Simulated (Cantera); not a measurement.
Input: 1 mol SiHCl3, 1.2 mol C2H4, 1300 mol H2, 1.5 mol C2H2, equilibrated at 977 °C.

Cantera equilibrium calculation (NASA polynomials, part measured and part estimated; ideal gas, pure solids and liquids). Candidate condensed phases: C, C6H6, C7H8, C8H18, Si, SiC; 109 gas species. The numbers say what is thermodynamically allowed, not how fast it happens.

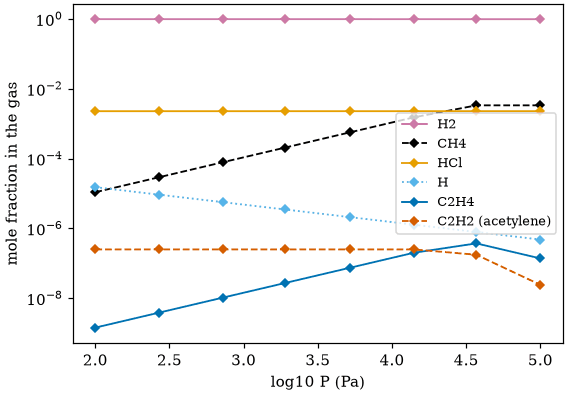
Fig. 1. Equilibrium gas composition (values under 1e-9 drawn at 1e-9)

Q: Read off the mole fractions at 14000 Pa.

A: H2 about 1.00, HCl about 0.0023, CH4 about 0.0015, H about 1.3e-6, C2H2 (acetylene) about 2.5e-7, C2H4 about 2.0e-7.
